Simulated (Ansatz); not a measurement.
## Fields on a plane of Li5SbO5 (space group C2/m)

```
Li5SbO5
1.0
    4.83634    -2.01433     0.00000
    4.83634     2.01433     0.00000
   -1.88344     0.00000     5.48574
Li Sb O
5 1 5
Direct
  0.28831   0.28831   0.65711
  0.71169   0.71169   0.34289
  0.00000   0.00000   0.50000
  0.68856   0.68856   0.86004
  0.31144   0.31144   0.13996
  0.00000   0.00000   0.00000
  0.14502   0.14502   0.82575
  0.85498   0.85498   0.17425
  0.50000   0.50000   0.00000
  0.84209   0.84209   0.68145
  0.15791   0.15791   0.31855
```

The slice is a (-1 0 1) plane (indices of the conventional cell) through the point (0.000, 0.000, 0.500) (fractional), spanned by u = [1 -1 0] and v = [111] in vectors of this cell: u (4.03 Å) and v (9.53 Å, at 90° to u). It covers one period; positions are fractions (u, v).

Atoms on it: Li at (0.00, 0.00); Sb at (0.50, 0.50); O at (0.00, 0.50). Other atoms lie within 1 Å of the plane.

Calculation: PBEsol (plane waves to 420 eV, PAW, scalar-relativistic; Ansatz, a program for electronic structure). k mesh 7×7×5. Inside the PAW spheres the values are not all-electron values, and peaks at nuclei hang on which shells count as valence. Li5SbO5 was relaxed with its symmetry unable to fall. Spin-orbit coupling is left out, though Sb is heavy.

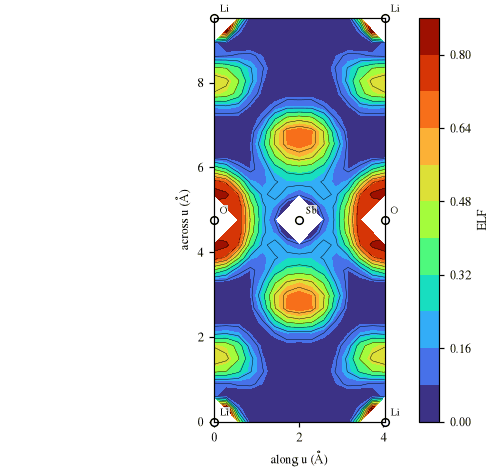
*Electron localisation function (ELF), one period of the plane, atoms marked. Points within 0.4 Å of a nucleus are left white, as the pseudised field means little there.*

```
v \ u  0.00  0.14  0.29  0.43  0.57  0.71  0.86
-----  ----  ----  ----  ----  ----  ----  ----
0.88   -0.7  -0.9  -1.4  -1.7  -1.7  -1.4  -0.9
0.75   -0.8  -1.0  -1.0  -0.7  -0.7  -1.0  -1.0
0.62   -0.8  -0.9  -0.8  -0.4  -0.4  -0.8  -0.9
0.50    0.9   0.3   0.0   1.2   1.2   0.0   0.3
0.38   -0.8  -0.9  -0.8  -0.4  -0.4  -0.8  -0.9
0.25   -0.8  -1.0  -1.0  -0.7  -0.7  -1.0  -1.0
0.12   -0.7  -0.9  -1.4  -1.7  -1.7  -1.4  -0.9
0.00    1.0  -0.4  -1.9  -2.1  -2.1  -1.9  -0.4
```

Values: log₁₀ of the valence density in e/Å³. The scale is logarithmic, as a density can span decades between atoms and voids.

The density on the Sb–O line (2.01 Å) at its midpoint is 0.73 e/Å³. The ELF at that point comes out as 0.3.
